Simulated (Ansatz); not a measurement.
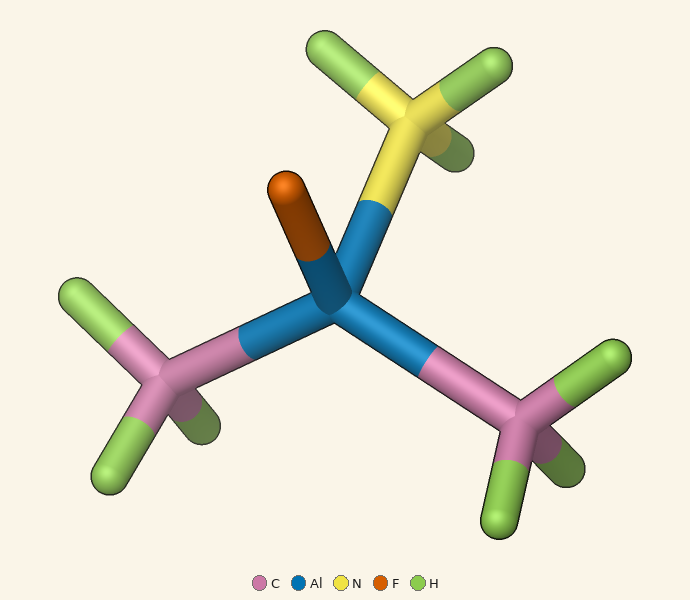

Computed geometry: PBE0-D4/def2-TZVP optimisation.

**What is the molecular formula?**

C2H9AlFN, 14 atoms: 2 carbon, 9 hydrogen, 1 aluminium, 1 fluorine and 1 nitrogen.

**Write the SMILES.**

[CH3][Al-]([CH3])([NH3+])[F]

**Count the bonded pairs by element.**

6 C–H, 3 N–H, 2 C–Al, 1 Al–N, 1 Al–F.

More results for the same structure follow; atom numbers are the same in all pictures, views and colours differ.

### Shape

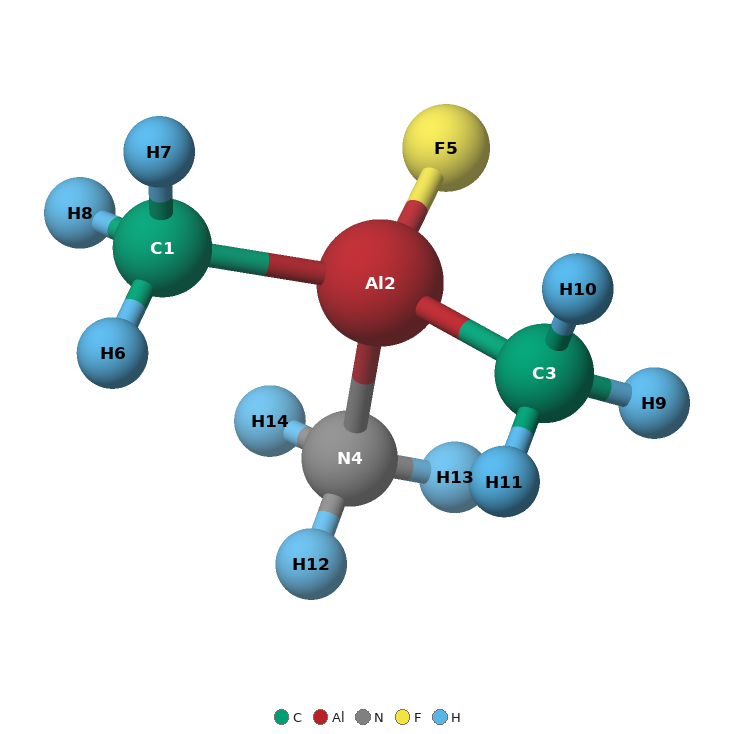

Numbered structure.

Give the bond lengths.

```tsv
bond	length (Å)
C1–Al2	1.965
C1–H6	1.096
C1–H7	1.095
C1–H8	1.096
Al2–C3	1.965
Al2–N4	2.057
Al2–F5	1.687
C3–H9	1.096
C3–H10	1.095
C3–H11	1.096
N4–H12	1.014
N4–H13	1.015
N4–H14	1.015
```

### Levels of theory compared

Program: Ansatz 0.2.0.

Compare dipole (D) at these levels: B3LYP-D4/def2-TZVPP; PBE-D4/def2-TZVPP; PBE0-D4/def2-TZVP; r2SCAN-D4/def2-TZVPP; ωB97M-V/def2-TZVPP.

| level | dipole (D) |
| --- | --- |
| B3LYP-D4/def2-TZVPP | 5.31 |
| PBE-D4/def2-TZVPP | 5.23 |
| PBE0-D4/def2-TZVP | 5.34 |
| r2SCAN-D4/def2-TZVPP | 5.32 |
| ωB97M-V/def2-TZVPP | 5.32 |

### Vibrations

Harmonic vibrations computed with RKS PBE0-D4/def2-TZVP (Ansatz 0.2.0) at a stationary point of the same level.

**List the wavenumbers.**

36 modes: 38, 97, 103, 135, 136, 164, 209, 211, 409, 531, 543, 598, 609, 641, 679, 698, 735, 811, 1221, 1221, 1243, 1440, 1448, 1448, 1454, 1647, 1653, 3023, 3024, 3096, 3098, 3103, 3103, 3487, 3601, 3612 cm⁻¹.

### Charges

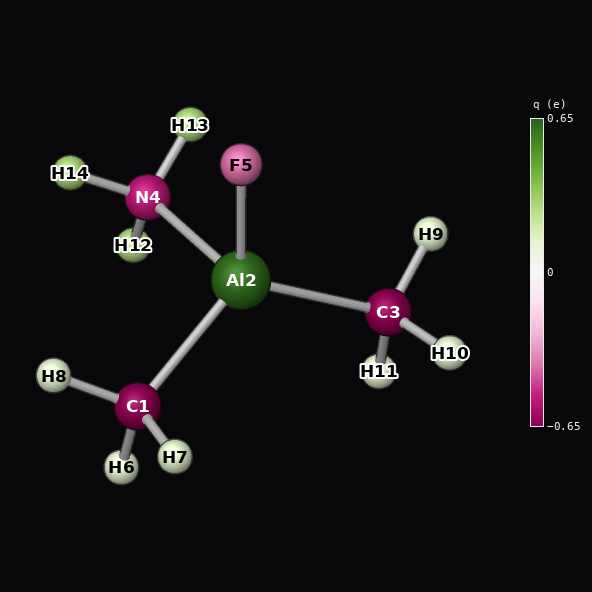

Atoms are coloured by their Mulliken charges. Method: RKS PBE0-D4/def2-TZVP (Ansatz 0.2.0).

**Which atom carries the highest charge (most positive or least negative)?**

Al2 (0.62 e).

**And the lowest?**

C1, C3 (−0.65 e).

List the Mulliken charges.

| atom | value (e) |
| --- | --- |
| C1 | −0.65 |
| Al2 | 0.62 |
| C3 | −0.65 |
| N4 | −0.54 |
| F5 | −0.40 |
| H6 | 0.12 |
| H7 | 0.14 |
| H8 | 0.12 |
| H9 | 0.12 |
| H10 | 0.14 |
| H11 | 0.12 |
| H12 | 0.28 |
| H13 | 0.29 |
| H14 | 0.29 |

Mulliken values depend strongly on the basis set and can even reverse the polarity of a bond.
